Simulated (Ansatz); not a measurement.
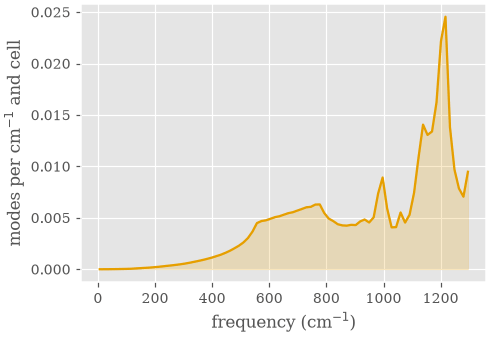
*Phonon density of states of diamond C; finite displacements on a 8×8×8 mesh, Ansatz (a first-principles code), PBE functional, plane-wave PAW, k mesh 16×16×16*

Where is the tallest peak, and is there a gap in the spectrum?

The tallest peak lies near 1200 cm⁻¹. No clear gap shows at this resolution.
